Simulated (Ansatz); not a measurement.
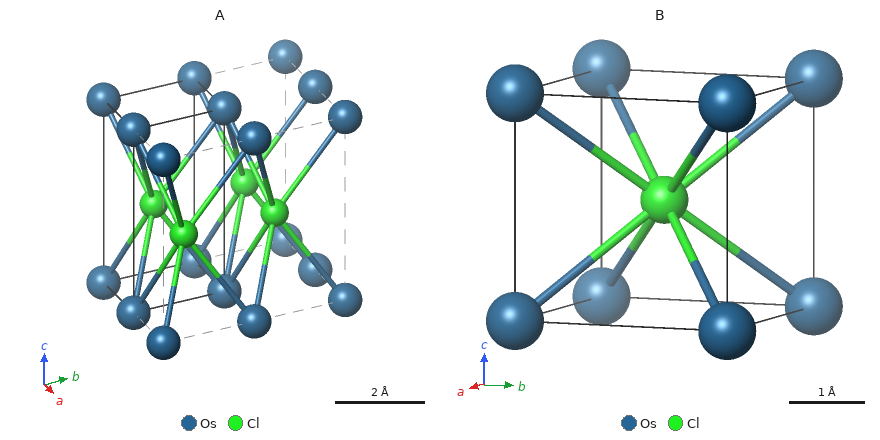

Two structures of OsCl, each relaxed to rest (conventional cells in solid outline, small ones repeated, not to one scale). Method: DFT PBE, scalar-relativistic, plane waves, PAW (Ansatz 0.2.0), without spin polarisation.

Identify the two structures.

A: 2 atoms a cell on a primitive hexagonal lattice, P-6m2. B: caesium chloride (CsCl, B2) type, Pm-3m.

What is the energy order of the two?

A is lower, by 463 meV/atom at this level of theory (energies at zero smearing). Volumes: A 15.2, B 14.7 Å³/atom.

One or both may be structure types tried for this composition rather than known phases.
